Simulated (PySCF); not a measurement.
The calculation's input:

```
{"job": {"kind": "nmr", "xc": "PBE0", "basis": "pcSseg-1"}, "charge": 0, "multiplicity": 1}
C     -3.295234    -0.290382    -0.382067
C     -2.049849     0.408375     0.138675
O     -1.005123    -0.524635     0.199821
C      0.236093     0.034846     0.613992
C      1.128923    -1.100238     1.021675
C      2.420587    -1.174302     0.718779
Si     3.173446     0.167431    -0.370817
Si     1.106070     1.119585    -0.739029
H     -4.124372     0.409973    -0.431109
H     -3.560587    -1.113229     0.276339
H     -3.102301    -0.691523    -1.373241
H     -2.235480     0.831868     1.141174
H     -1.771728     1.243775    -0.525861
H      0.051228     0.645238     1.518930
H      0.629580    -1.876708     1.590184
H      2.996373    -2.015527     1.078630
H      3.896579    -0.442085    -1.494661
H      4.159028     0.964595     0.373742
H      0.442357     0.873080    -2.022547
H      0.899263     2.540542    -0.420490
```

Run with:

```sh
OMP_NUM_THREADS=1 python probes_run.py task.json out
```

Geometry: GFN2-xTB.

Computed with PBE0/pcSseg-1, SCF density, gas phase, non-relativistic (PySCF 2.14.0).

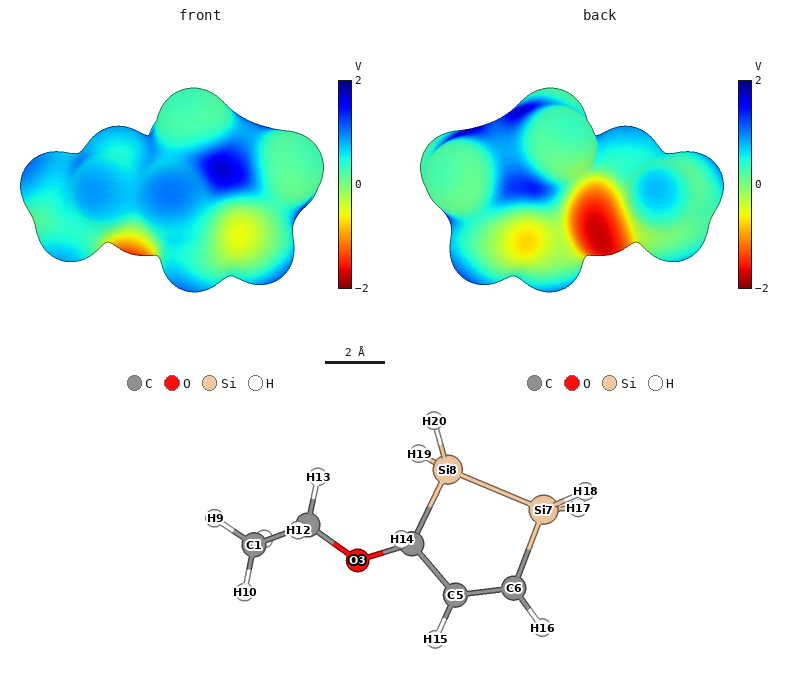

C₅H₁₂OSi₂ (SMILES CCO[C@H]1C=C[SiH2][SiH2]1). The electrostatic potential painted on the density surface at 0.004 e/bohr³, seen from the front and from behind; the colour scale runs from red (negative) to blue (positive). The bare structure is drawn below in the same view.

Q: Where is the surface potential most negative and most positive?

A: The most negative region (about −1.7 V) lies over O3, the most positive (about +1.7 V) over Si7 and Si8. O3 is the likeliest acceptor of a hydrogen bond.

Q: How polar is the molecule by this calculation?

A: Its dipole moment is 1.05 D.
